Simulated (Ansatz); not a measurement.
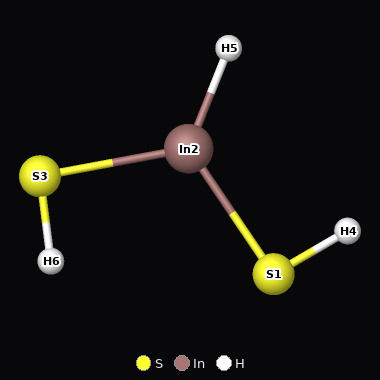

The system is H3InS2, SMILES [SH][InH][SH]; the picture shows the reference structure. First axis: bond length In2–S3. Second axis: dihedral S1–In2–S3–H6. Nothing is relaxed (all other coordinates rigid). The grid has 7 × 8 points; 37 points were computed and 19 follow by symmetry. Points are written as (first, second). Energies are in kJ/mol, from the lowest grid point. These are results of RHF-MP2, frozen core/def2-TZVP (Ansatz 0.2.0), not measurements.

Its coordinates:

| atom | x (Å) | y (Å) | z (Å) |
| --- | --- | --- | --- |
| S | -0.7285 | -1.7229 | 0.1104 |
| In | 0.2911 | 0.3345 | -0.4696 |
| S | 0.3280 | 1.8999 | 1.3025 |
| H | -0.5391 | -2.2592 | -1.1030 |
| H | 0.9381 | 0.6782 | -1.9943 |
| H | -0.2898 | 1.0694 | 2.1540 |

Range: bond length In2–S3 from 2.081 to 2.956 Å; dihedral S1–In2–S3–H6 from −180 to 135°.

> What will the energy surface look like?

The lowest grid point is at (2.373 Å, 0°). A higher local minimum lies near (2.373 Å, −180°) (1.3 kJ/mol above the lowest at that grid point). The highest grid point, (2.956 Å, −90°), lies 119 kJ/mol above the lowest. On the interpolated surface the easiest way out of the lowest well to the well at (2.373 Å, −180°) passes a barrier of about 22 kJ/mol. Round the minimum the two coordinates are nearly uncoupled.

```
dihedral S1–In2–S3–H6 ↓, bond length In2–S3 →  2.081  2.227  2.373  2.518  2.664  2.810  2.956
                                          135     94     29     11     21     47     80    116
                                           90    112     43     22     30     53     84    119
                                           45     93     28     11     21     46     79    115
                                            0     77     15      0     12     40     74    111
                                          −45     93     28     11     21     46     79    115
                                          −90    112     43     22     30     53     84    119
                                         −135     94     29     11     21     47     80    116
                                         −180     78     16      1     14     41     75    112
```

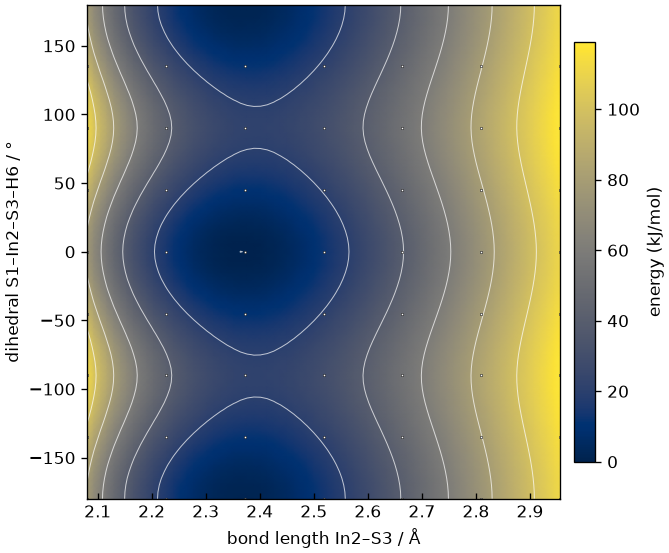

In the figure: a smooth colour map with a few white contour lines, dots at the grid points. Between grid points the surface is interpolated.

The whole map (37 points run) took 7.1 min on 1 thread of Arm Neoverse V1, on a shared host.
